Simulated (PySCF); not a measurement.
```yaml
atoms:
  - { symbol: Te, position_ang: [0.0000, 0.0000, -0.4921] }
  - { symbol: Cl, position_ang: [0.0000, 0.0000, 1.8279] }
```

Core potentials replace the inner electrons of Te.

The calculation used PBE0/def2-TZVPP, non-relativistic Hamiltonian with scalar-relativistic core potentials where named, at a bond length of 2.320 Å in PySCF.

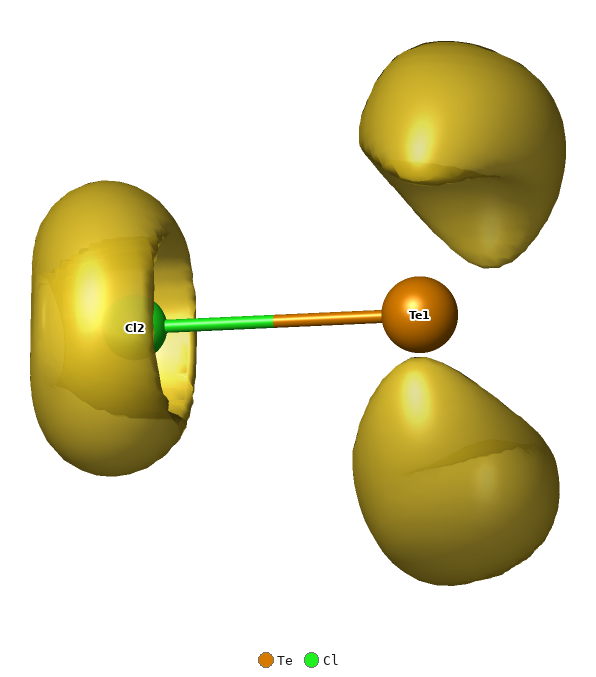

TeCl (doublet). Isosurface of the ELF at 0.85 (yellow), seen from one side. Only the valence region is drawn (cores and ρ < 0.01 e/Å³ removed).

**Describe the localisation domains.**

The ELF exceeds this value in one ring or bowl of non-bonding electrons around Cl and two lobes on Te, pointing away from the bonds (non-bonding electrons).

Values along the shortest contacts:
Te–Cl (2.32 Å): the ELF peaks at about 0.80 between the atoms; a shared but strongly polarised pair.
